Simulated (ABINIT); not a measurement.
# Converging GW for MoS2 (P6_3/mmc) in ABINIT, part 2 of 2

What does each rung of G0W0 on MoS2 (P6_3/mmc) cost, and what does it buy?

ABINIT 10.8.3; PBE and many-body steps on it, plane waves. Known limits of the many-body steps: not at the basis limit; no spin-orbit coupling; coarse k mesh.

So far. Step 3 (Screening, 3×3×1 mesh, 144 bands, screening to 127.6 eV): Local fields lower ε∞ by 11 %. On a Γ-centred mesh this coarse the value itself is usually too large, while a short band sum pulls it down. Step 4 (144 bands, 127.6 eV): The gap on the mesh goes from 1.05 eV to 1.73 eV, a correction of +0.67 eV.

The database entry behind the starting cell differs from later determinations by our own check (about 0.3 % long), so it need not match the best structure at ambient conditions.

## Step 6: 206 bands, 169 eV

This step: G0W0 on PBE, plane waves, norm-conserving pseudopotentials.

The input, run.abi:

```
acell 3*1.0 Angstrom
rprim 
  3.169000000004 -0.000000000001 0.000000000000
  -1.584500000001 2.744434504597 0.000000000000
  0.000000000000 0.000000000000 12.324000000000
ntypat 2
znucl 42 16
natom 6
typat 1 1 2 2 2 2
xred 
  0.333333333333 0.666666666667 0.250000000000
  0.666666666667 0.333333333333 0.750000000000
  0.333333333333 0.666666666667 0.623000000000
  0.666666666667 0.333333333333 0.123000000000
  0.333333333333 0.666666666667 0.877000000000
  0.666666666667 0.333333333333 0.377000000000
pp_dirpath "pseudos"
pseudos "Mo.upf, S.upf"
ecut 36
ngkpt 3 3 1
nshiftk 1
shiftk 0 0 0
kptopt 1
chksymbreak 0
istwfk *1
occopt 1
irdwfk 1
optdriver 4
nband 206
gwcalctyp 0
ecutsigx 36
symsigma 1
nkptgw 2
kptgw 
  0.0000000000 0.0000000000 0.0000000000
  0.3333333333 0.3333333333 0.0000000000
bdgw 
  25 28
  25 28
ecuteps 6.21
irdscr 1
ppmodel 1
indata_prefix "in"
outdata_prefix "out"
tmpdata_prefix "tmp"
```

Run with:

```
$ OMP_NUM_THREADS=1 mpirun -n 4 abinit run.abi > log
```

Numbers of over 12 decimals in the logs are rounded to 6 here.

Output:

```text
.Version 10.8.3 of ABINIT. v10.8.2 released Aug 2026.

 Symmetries : space group P6_3/m m c (#194); Bravais hP (primitive hexag.)
[... echo of the input left out ...]
== DATASET  1 ==================================================================
-   mpi_nproc: 4, omp_nthreads: 1 (-1 if OMP is not activated)

--- !DatasetInfo
iteration_state: {dtset: 1, }
dimensions: {natom: 6, nkpt: 3, mband: 206, nsppol: 1, nspinor: 1, nspden: 1, mpw: 7476, }
cutoff_energies: {ecut:  36.0, pawecutdg:  -1.0, }
electrons: {nelect:   5.20000000E+01, charge:   0.00000000E+00, occopt:   1.00000000E+00, tsmear:   1.00000000E-02, }

 SIGMA: Calculation of the GW corrections

 Based on a program developped by R.W. Godby, V. Olevano, G. Onida, and L. Reining.
 Incorporated in ABINIT by V. Olevano, G.-M. Rignanese, and M. Torrent.
.Using double precision arithmetic ; gwpc =  8

[... cell and pseudopotentials left out ...]
--------------------------------------------------------------------------------

 ==== K-mesh for the wavefunctions ====
 Number of points in the irreducible wedge :     3
[... list of points left out ...]
 Together with 24 symmetry operations and time-reversal symmetry
 yields     9 points in the full Brillouin Zone.

 ==== Q-mesh for screening function ====
 Number of points in the irreducible wedge :     3
[... list of points left out ...]
 Together with 24 symmetry operations and time-reversal symmetry
 yields     9 points in the full Brillouin Zone.

 vcoul_init : cutoff-mode = AUXILIARY_FUNCTION
 q-points for optical limit:   1
     1)      0.000010    0.000020    0.000030
 setmesh: FFT mesh size selected  =    32x   32x  128
          total number of points  =       131072

 Number of electrons calculated from density =   52.0000; Expected =   52.0000
[...]
number of omega for Sigma on real axis              0
 max omega for Sigma on real axis  [eV]           0.00
 zcut for avoiding poles [eV]                     0.10

 EPSILON^-1 parameters (SCR file):
 dimension of the eps^-1 matrix on file            549
 dimension of the eps^-1 matrix used               549
 number of plane-waves for wavefunctions          7437
 number of bands                                   206
 number of q-points in IBZ                           3
 number of frequencies                               2
 number of real frequencies                          1
 number of imag frequencies                          1

 matrix elements of self-energy operator (all in [eV])

 Perturbative Calculation

--- !SelfEnergy_ee
iteration_state: {dtset: 1, }
kpoint     : [   0.000,    0.000,    0.000, ]
spin       : 1
KS_gap     :    2.100
QP_gap     :    2.566
Delta_QP_KS:    0.467
data: !SigmaeeData |
     Band     E0 <VxcDFT>   SigX SigC(E0)      Z dSigC/dE  Sig(E)    E-E0       E
       25   7.290 -15.395 -16.765   1.324   0.772  -0.295 -15.431  -0.035   7.255
       26   8.434 -16.370 -17.413   1.070   0.769  -0.301 -16.350   0.020   8.455
       27  10.534 -15.683 -10.950  -4.103   0.773  -0.293 -15.196   0.487  11.021
[...]
--- !SelfEnergy_ee
iteration_state: {dtset: 1, }
kpoint     : [   0.333,    0.333,    0.000, ]
spin       : 1
KS_gap     :    1.654
QP_gap     :    2.280
Delta_QP_KS:    0.627
data: !SigmaeeData |
     Band     E0 <VxcDFT>   SigX SigC(E0)      Z dSigC/dE  Sig(E)    E-E0       E
[...]
27   9.486 -17.601 -12.714  -3.991   0.767  -0.304 -16.913   0.688  10.174
       28   9.486 -17.601 -12.714  -3.991   0.767  -0.304 -16.913   0.688  10.174

== END DATASET(S) ==============================================================
================================================================================

 -outvars: echo values of variables after computation  --------
           etotal      0.0000000000E+00
            nband         206
             nkpt           3
          spgroup         194
 [... the other variables as echoed above ...]

 Calculation completed.
```

Elapsed: 21 s, on 4 MPI ranks of Arm Neoverse V2, shared host; peak memory 1.1 GiB.

Numbers from this step:

```
G0W0 gap on the points computed              : 1.719 eV
starting gap on the mesh                     : 1.052 eV
k of the valence top                         : 0, 0, 0
k of the conduction bottom                   : 0.3333, 0.3333, 0
Z at the valence top                         : 0.769
Z at the conduction bottom                   : 0.767
least direct G0W0 gap on the computed points : 2.280 eV
```

Against G0W0 in ABINIT (3×3×1 mesh, 144 bands, screening to 127.6 eV, Godby-Needs plasmon pole), the gap moves by −0.006 eV.

## Step 7: Screening, 3×3×1 mesh, 303 bands, screening to 225.3 eV

This step: RPA screening on PBE, plane waves, norm-conserving pseudopotentials.

run.abi, as its differences from that of step 6:

```diff
@@ -27,17 +27,8 @@
 irdwfk 1
-optdriver 4
-nband 206
-gwcalctyp 0
-ecutsigx 36
-symsigma 1
-nkptgw 2
-kptgw 
-  0.0000000000 0.0000000000 0.0000000000
-  0.3333333333 0.3333333333 0.0000000000
-bdgw 
-  25 28
-  25 28
-ecuteps 6.21
-irdscr 1
-ppmodel 1
+optdriver 3
+nband 303
+ecuteps 8.28
+inclvkb 2
+awtr 1
+symchi 1
 indata_prefix "in"
```

Output:

```text
.Version 10.8.3 of ABINIT. v10.8.2 released Aug 2026.

 Symmetries : space group P6_3/m m c (#194); Bravais hP (primitive hexag.)
[... echo of the input left out ...]
== DATASET  1 ==================================================================
-   mpi_nproc: 4, omp_nthreads: 1 (-1 if OMP is not activated)

--- !DatasetInfo
iteration_state: {dtset: 1, }
dimensions: {natom: 6, nkpt: 3, mband: 303, nsppol: 1, nspinor: 1, nspden: 1, mpw: 7476, }
cutoff_energies: {ecut:  36.0, pawecutdg:  -1.0, }
[...]
--------------------------------------------------------------------------------
[... chi0 elements left out ...]
 For q-point:  0.000010 0.000020 0.000030
  dielectric constant =  17.1378
  dielectric constant without local fields =  19.5485

  Average fulfillment of the sum rule on Im[epsilon] for q-point    1 :     85.78  [%]
[... wings left out ...]
  q-point number  2        q = ( 0.333333, 0.000000, 0.000000) [r.l.u.]
--------------------------------------------------------------------------------
[... chi0 elements left out ...]
  Average fulfillment of the sum rule on Im[epsilon] for q-point    2 :     84.11  [%]

 [... 1 further q-points ...]
```

Elapsed: 81 s, on 4 MPI ranks; peak memory 1.7 GiB; 5.4 min of CPU time.

Numbers from this step:

```yaml
eps_infinity_with_local_fields_on_this_mesh_along_the_program_s_q_direction: 17.14
the_same_without_local_fields: 19.55
plasma_frequency: 25.86 eV
plane_waves_in_the_screening_matrix: 811
```

## Step 8: 303 bands, 225.3 eV

This step: G0W0 on PBE, plane waves, norm-conserving pseudopotentials.

run.abi, as its differences from that of step 7:

```diff
@@ -27,8 +27,17 @@
 irdwfk 1
-optdriver 3
+optdriver 4
 nband 303
+gwcalctyp 0
+ecutsigx 36
+symsigma 1
+nkptgw 2
+kptgw 
+  0.0000000000 0.0000000000 0.0000000000
+  0.3333333333 0.3333333333 0.0000000000
+bdgw 
+  25 28
+  25 28
 ecuteps 8.28
-inclvkb 2
-awtr 1
-symchi 1
+irdscr 1
+ppmodel 1
 indata_prefix "in"
```

Output:

```text
.Version 10.8.3 of ABINIT. v10.8.2 released Aug 2026.

 Symmetries : space group P6_3/m m c (#194); Bravais hP (primitive hexag.)
[... echo of the input left out ...]
== DATASET  1 ==================================================================
-   mpi_nproc: 4, omp_nthreads: 1 (-1 if OMP is not activated)

--- !DatasetInfo
iteration_state: {dtset: 1, }
dimensions: {natom: 6, nkpt: 3, mband: 303, nsppol: 1, nspinor: 1, nspden: 1, mpw: 7476, }
cutoff_energies: {ecut:  36.0, pawecutdg:  -1.0, }
[...]
Band     E0 <VxcDFT>   SigX SigC(E0)      Z dSigC/dE  Sig(E)    E-E0       E
[...]
27   9.486 -17.601 -12.714  -4.214   0.765  -0.308 -17.086   0.515  10.001
       28   9.486 -17.601 -12.714  -4.214   0.765  -0.308 -17.086   0.515  10.001

== END DATASET(S) ==============================================================
================================================================================

 -outvars: echo values of variables after computation  --------
           etotal      0.0000000000E+00
            nband         303
             nkpt           3
          spgroup         194
 [... the other variables as echoed above ...]

 Calculation completed.
```

Run time: 58 s. Hardware: 4 MPI ranks; peak memory 1.8 GiB.

Numbers from this step:

```yaml
g0w0_gap_on_the_points_computed: 1.708 eV
starting_gap_on_the_mesh: 1.052 eV
k_of_the_valence_top: 0, 0, 0
k_of_the_conduction_bottom: 0.3333, 0.3333, 0
least_direct_g0w0_gap_on_the_computed_points: 2.269 eV
```

Against G0W0 in ABINIT (3×3×1 mesh, 206 bands, screening to 169 eV, Godby-Needs plasmon pole), the gap moves by −0.011 eV.

## Step 9: Screening, 3×3×1 mesh, 437 bands, screening to 292.8 eV

This step: RPA screening on PBE, plane waves, norm-conserving pseudopotentials.

run.abi, as its differences from that of step 8:

```diff
@@ -27,17 +27,8 @@
 irdwfk 1
-optdriver 4
-nband 303
-gwcalctyp 0
-ecutsigx 36
-symsigma 1
-nkptgw 2
-kptgw 
-  0.0000000000 0.0000000000 0.0000000000
-  0.3333333333 0.3333333333 0.0000000000
-bdgw 
-  25 28
-  25 28
-ecuteps 8.28
-irdscr 1
-ppmodel 1
+optdriver 3
+nband 437
+ecuteps 10.76
+inclvkb 2
+awtr 1
+symchi 1
 indata_prefix "in"
```

Output:

```text
.Version 10.8.3 of ABINIT. v10.8.2 released Aug 2026.

 Symmetries : space group P6_3/m m c (#194); Bravais hP (primitive hexag.)
[... echo of the input left out ...]
== DATASET  1 ==================================================================
-   mpi_nproc: 4, omp_nthreads: 1 (-1 if OMP is not activated)

--- !DatasetInfo
iteration_state: {dtset: 1, }
dimensions: {natom: 6, nkpt: 3, mband: 437, nsppol: 1, nspinor: 1, nspden: 1, mpw: 7476, }
cutoff_energies: {ecut:  36.0, pawecutdg:  -1.0, }
[...]
--------------------------------------------------------------------------------
[... chi0 elements left out ...]
 For q-point:  0.000010 0.000020 0.000030
  dielectric constant =  17.0842
  dielectric constant without local fields =  19.5490

  Average fulfillment of the sum rule on Im[epsilon] for q-point    1 :     89.01  [%]
[... wings left out ...]
  q-point number  2        q = ( 0.333333, 0.000000, 0.000000) [r.l.u.]
--------------------------------------------------------------------------------
[... chi0 elements left out ...]
  Average fulfillment of the sum rule on Im[epsilon] for q-point    2 :     87.98  [%]

 [... 1 further q-points ...]
```

Wall time 3 min (4 MPI ranks); peak memory 2.2 GiB; 12 min of CPU time.

Numbers from this step:

| Item | Value |
| --- | --- |
| ε∞ with local fields, on this mesh, along the program's q direction | 17.08 |
| the same without local fields | 19.55 |
| plasma frequency | 25.86 eV |
| plane waves in the screening matrix | 1241 |

## Step 10: 437 bands, 292.8 eV

This step: G0W0 on PBE, plane waves, norm-conserving pseudopotentials.

run.abi, as its differences from that of step 9:

```diff
@@ -27,8 +27,17 @@
 irdwfk 1
-optdriver 3
+optdriver 4
 nband 437
+gwcalctyp 0
+ecutsigx 36
+symsigma 1
+nkptgw 2
+kptgw 
+  0.0000000000 0.0000000000 0.0000000000
+  0.3333333333 0.3333333333 0.0000000000
+bdgw 
+  25 28
+  25 28
 ecuteps 10.76
-inclvkb 2
-awtr 1
-symchi 1
+irdscr 1
+ppmodel 1
 indata_prefix "in"
```

Output:

```text
.Version 10.8.3 of ABINIT. v10.8.2 released Aug 2026.

 Symmetries : space group P6_3/m m c (#194); Bravais hP (primitive hexag.)
[... echo of the input left out ...]
== DATASET  1 ==================================================================
-   mpi_nproc: 4, omp_nthreads: 1 (-1 if OMP is not activated)

--- !DatasetInfo
iteration_state: {dtset: 1, }
dimensions: {natom: 6, nkpt: 3, mband: 437, nsppol: 1, nspinor: 1, nspden: 1, mpw: 7476, }
cutoff_energies: {ecut:  36.0, pawecutdg:  -1.0, }
[...]
Band     E0 <VxcDFT>   SigX SigC(E0)      Z dSigC/dE  Sig(E)    E-E0       E
[...]
27   9.486 -17.601 -12.714  -4.389   0.763  -0.310 -17.221   0.380   9.866
       28   9.486 -17.601 -12.714  -4.389   0.763  -0.310 -17.221   0.380   9.866

== END DATASET(S) ==============================================================
================================================================================

 -outvars: echo values of variables after computation  --------
           etotal      0.0000000000E+00
            nband         437
             nkpt           3
          spgroup         194
 [... the other variables as echoed above ...]

 Calculation completed.
```

It took 3 min on 4 MPI ranks; peak memory 3.1 GiB.

Numbers from this step:

```
G0W0 gap on the points computed              : 1.697 eV
starting gap on the mesh                     : 1.052 eV
k of the valence top                         : 0, 0, 0
k of the conduction bottom                   : 0.3333, 0.3333, 0
least direct G0W0 gap on the computed points : 2.256 eV
```

Against G0W0 in ABINIT (3×3×1 mesh, 303 bands, screening to 225.3 eV, Godby-Needs plasmon pole), the gap moves by −0.011 eV.

## Step 11: Screening, 3×3×1 mesh, 623 bands, screening to 375.5 eV

This step: RPA screening on PBE, plane waves, norm-conserving pseudopotentials.

run.abi, as its differences from that of step 10:

```diff
@@ -27,17 +27,8 @@
 irdwfk 1
-optdriver 4
-nband 437
-gwcalctyp 0
-ecutsigx 36
-symsigma 1
-nkptgw 2
-kptgw 
-  0.0000000000 0.0000000000 0.0000000000
-  0.3333333333 0.3333333333 0.0000000000
-bdgw 
-  25 28
-  25 28
-ecuteps 10.76
-irdscr 1
-ppmodel 1
+optdriver 3
+nband 623
+ecuteps 13.8
+inclvkb 2
+awtr 1
+symchi 1
 indata_prefix "in"
```

Output:

```text
.Version 10.8.3 of ABINIT. v10.8.2 released Aug 2026.

 Symmetries : space group P6_3/m m c (#194); Bravais hP (primitive hexag.)
[... echo of the input left out ...]
== DATASET  1 ==================================================================
-   mpi_nproc: 4, omp_nthreads: 1 (-1 if OMP is not activated)

--- !DatasetInfo
iteration_state: {dtset: 1, }
dimensions: {natom: 6, nkpt: 3, mband: 623, nsppol: 1, nspinor: 1, nspden: 1, mpw: 7476, }
cutoff_energies: {ecut:  36.0, pawecutdg:  -1.0, }
[...]
--------------------------------------------------------------------------------
[... chi0 elements left out ...]
 For q-point:  0.000010 0.000020 0.000030
  dielectric constant =  17.0637
  dielectric constant without local fields =  19.5493

  Average fulfillment of the sum rule on Im[epsilon] for q-point    1 :     91.43  [%]
[... wings left out ...]
  q-point number  2        q = ( 0.333333, 0.000000, 0.000000) [r.l.u.]
--------------------------------------------------------------------------------
[... chi0 elements left out ...]
  Average fulfillment of the sum rule on Im[epsilon] for q-point    2 :     90.79  [%]

 [... 1 further q-points ...]
```

Run time: 6.9 min. Hardware: 4 MPI ranks; peak memory 3.1 GiB; 28 min of CPU time.

Numbers from this step:

- ε∞ with local fields, on this mesh, along the program's q direction: 17.06
- the same without local fields: 19.55
- plasma frequency: 25.86 eV
- plane waves in the screening matrix: 1707

## Step 12: 623 bands, 375.5 eV

This step: G0W0 on PBE, plane waves, norm-conserving pseudopotentials.

run.abi, as its differences from that of step 11:

```diff
@@ -27,8 +27,17 @@
 irdwfk 1
-optdriver 3
+optdriver 4
 nband 623
+gwcalctyp 0
+ecutsigx 36
+symsigma 1
+nkptgw 2
+kptgw 
+  0.0000000000 0.0000000000 0.0000000000
+  0.3333333333 0.3333333333 0.0000000000
+bdgw 
+  25 28
+  25 28
 ecuteps 13.8
-inclvkb 2
-awtr 1
-symchi 1
+irdscr 1
+ppmodel 1
 indata_prefix "in"
```

Output:

```text
.Version 10.8.3 of ABINIT. v10.8.2 released Aug 2026.

 Symmetries : space group P6_3/m m c (#194); Bravais hP (primitive hexag.)
[... echo of the input left out ...]
== DATASET  1 ==================================================================
-   mpi_nproc: 4, omp_nthreads: 1 (-1 if OMP is not activated)

--- !DatasetInfo
iteration_state: {dtset: 1, }
dimensions: {natom: 6, nkpt: 3, mband: 623, nsppol: 1, nspinor: 1, nspden: 1, mpw: 7476, }
cutoff_energies: {ecut:  36.0, pawecutdg:  -1.0, }
[...]
Band     E0 <VxcDFT>   SigX SigC(E0)      Z dSigC/dE  Sig(E)    E-E0       E
[...]
27   9.486 -17.601 -12.714  -4.520   0.762  -0.312 -17.321   0.280   9.766
       28   9.486 -17.601 -12.714  -4.520   0.762  -0.312 -17.321   0.280   9.766

== END DATASET(S) ==============================================================
================================================================================

 -outvars: echo values of variables after computation  --------
           etotal      0.0000000000E+00
            nband         623
             nkpt           3
          spgroup         194
 [... the other variables as echoed above ...]

 Calculation completed.
```

Wall time 7.9 min (4 MPI ranks); peak memory 4.8 GiB.

This step gave:

```yaml
g0w0_gap_on_the_points_computed: 1.684 eV
starting_gap_on_the_mesh: 1.052 eV
k_of_the_valence_top: 0, 0, 0
k_of_the_conduction_bottom: 0.3333, 0.3333, 0
least_direct_g0w0_gap_on_the_computed_points: 2.244 eV
```

Against G0W0 in ABINIT (3×3×1 mesh, 437 bands, screening to 292.8 eV, Godby-Needs plasmon pole), the gap moves by −0.013 eV.

## Step 13: Side by side

Times are wall times on 4 MPI ranks of Arm Neoverse V2, shared host, good to a factor of about two. A run's time includes the screening step that it read.

| run | mesh | bands | screening cutoff (eV) | DFT gap (eV) | gap on the mesh (eV) | direct (eV) | ε∞ used | time |
| --- | --- | --- | --- | --- | --- | --- | --- | --- |
| 144 bands, 127.6 eV | 3×3×1 | 144 | 127.6 | 1.052 | 1.725 | 2.301 | 17.31 | 32 s |
| 206 bands, 169 eV | 3×3×1 | 206 | 169 | 1.052 | 1.719 | 2.280 | 17.22 | 61 s |
| 303 bands, 225.3 eV | 3×3×1 | 303 | 225.3 | 1.052 | 1.708 | 2.269 | 17.14 | 2.3 min |
| 437 bands, 292.8 eV | 3×3×1 | 437 | 292.8 | 1.052 | 1.697 | 2.256 | 17.08 | 5.9 min |
| 623 bands, 375.5 eV | 3×3×1 | 623 | 375.5 | 1.052 | 1.684 | 2.244 | 17.06 | 15 min |

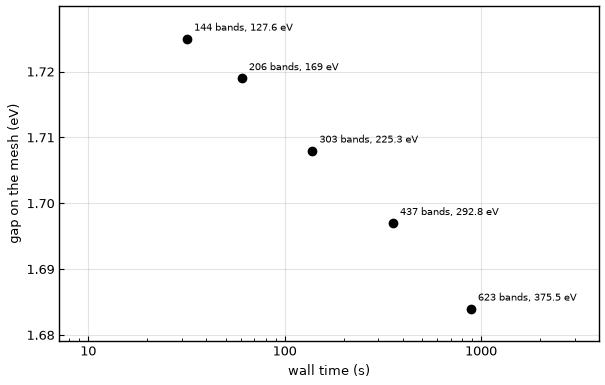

Result against wall time.

## Step 14: Results

| Item | Value |
| --- | --- |
| 144 bands, 127.6 eV | 1.725 eV |
| 206 bands, 169 eV | 1.719 eV |
| 303 bands, 225.3 eV | 1.708 eV |
| 437 bands, 292.8 eV | 1.697 eV |
| 623 bands, 375.5 eV | 1.684 eV |
| known limits | not at the basis limit; no spin-orbit coupling; coarse k mesh |

**Reading.** From the first rung to the last the gap moves by −0.04 eV for 28 times the time. In the G0W0 runs levels were corrected at 2 k points alone, so a gap called «on the mesh» is the least over those, and an edge elsewhere would be missed. A denser mesh or path gives a starting gap of 0.89 eV: the GW mesh misses a band edge, so its gaps are not the fundamental one. The 3×3×1 mesh is coarse for this cell, which bears on the long-range parts of exchange and screening. The many-body steps are scalar-relativistic: spin-orbit coupling is not in them.

[Paths, hosts, dates, memory and timing lines, banners, echoed tables and standing remarks are left out of the program output.]

[Logs are printed without paths, hosts, clocks, repeated set-up lines and the standing remarks that a program may print on its own settings, such as how far it seeks lower states.]

[Runs of the session that timed out or met a known fault of the program may be left out.]

[Hosts, paths, dates, database ids (printed as entryN), source tags and the programs' standing remarks are cut or masked in the printed files.]

[G0W0 gaps are taken among the corrected bands and points alone; a level outside them can change the order at an edge.]

[Where Ansatz stands beside ABINIT at settings called matched, ABINIT's density can come from a denser mesh and the files from another edition; pairs whose starting gaps differed by over 0.03 eV were left out, so agreement reads better than it is.]
